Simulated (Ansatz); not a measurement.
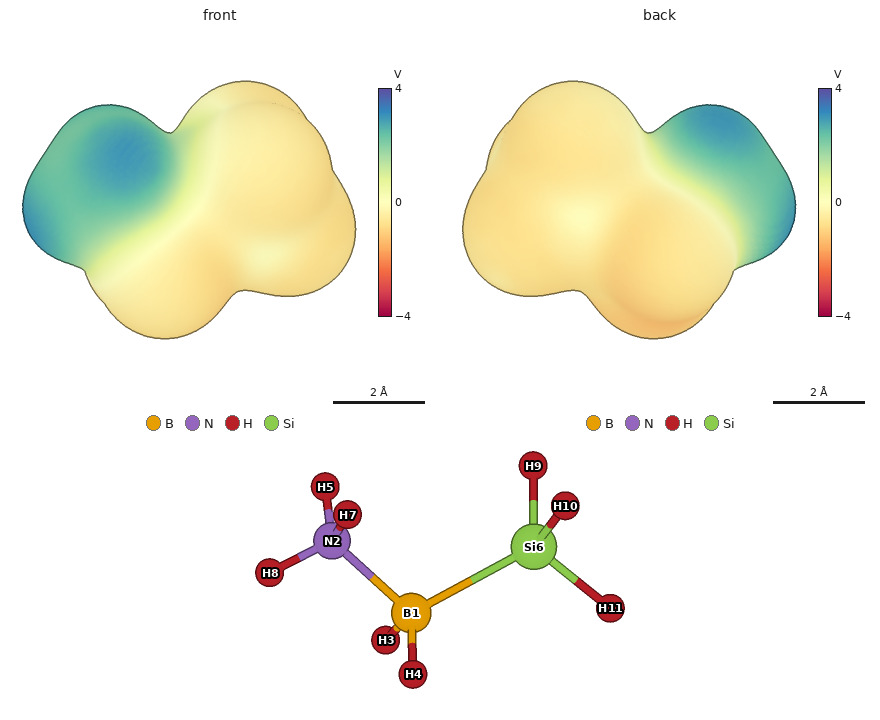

Figure. BH$_{8}$NSi. The molecular electrostatic potential painted on the density surface at 0.002 e/bohr³, seen from the front and from behind; red is negative and blue positive. The bare structure is drawn below in the same view.

The product side of a reaction path; geometry: PBE0-D4/def2-TZVP.

Level of theory: Ansatz 0.2.0, RKS PBE0-D4/def2-TZVPP.

The calculation's input:

```
crystal:
  periodic: [false, false, false]
  atoms:
    - {symbol: B, position_ang: [-0.597552, -0.487320, -0.256503]}
    - {symbol: N, position_ang: [-0.783790, 1.086025, -0.648836]}
    - {symbol: H, position_ang: [-0.573128, -1.086195, -1.308731]}
    - {symbol: H, position_ang: [-1.565754, -0.774816, 0.411547]}
    - {symbol: H, position_ang: [-0.014347, 1.417245, -1.223693]}
    - {symbol: Si, position_ang: [1.120628, -0.720173, 0.777209]}
    - {symbol: H, position_ang: [-0.824468, 1.671806, 0.180287]}
    - {symbol: H, position_ang: [-1.644020, 1.226823, -1.170658]}
    - {symbol: H, position_ang: [2.342511, -0.282479, 0.019858]}
    - {symbol: H, position_ang: [1.174973, 0.085860, 2.044305]}
    - {symbol: H, position_ang: [1.364950, -2.136777, 1.175317]}
basis:
  gaussian: {orbitals: def2-TZVPP}
hamiltonian: {xc: pbe0, dispersion: d4}
output: {orbitals: {seedname: orbitals}}
```

Launched as:

```sh
ansatz run in.yaml --threads 2 --pin off --events-out ev --progress --plain --max-ram 4352MiB
```

Describe the electrostatic potential map.

The most negative region (about −1.2 V) lies over H4, the most positive (about +3.0 V) over H5, H7 and H8.
